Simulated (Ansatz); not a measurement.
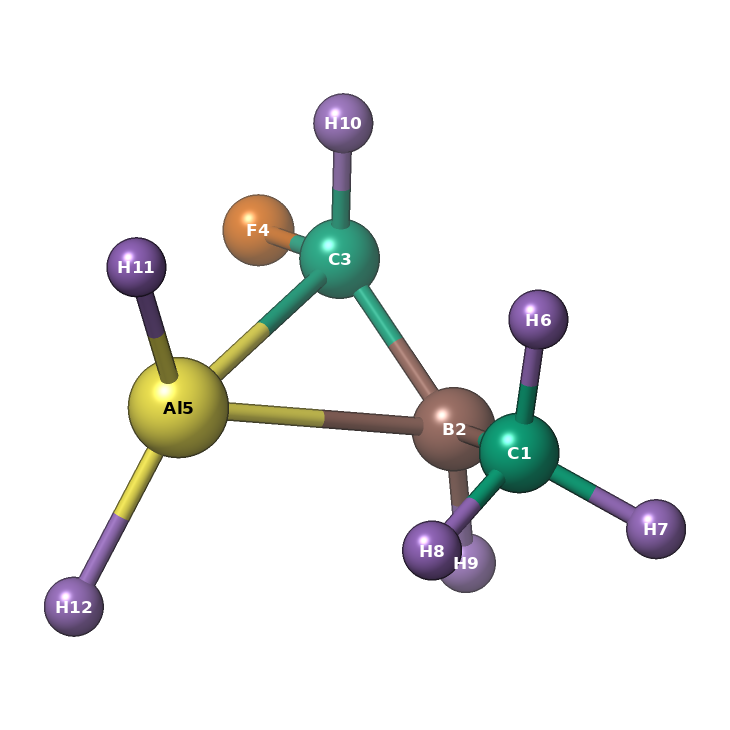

B2 lies behind C1. The molecule seen a little off the C1–B2 bond, C1 in front. Depth is shown by fading: the farther an atom, the more it takes the colour of the background. Computed geometry: PBE0-D4/def2-TZVP optimisation. No frequency run is at hand to confirm it as a minimum.

### What is the torsion angle H6–C1–B2–Al5? The sign is positive where the front bond must turn clockwise to cover the back bond.

−83°, about perpendicular.
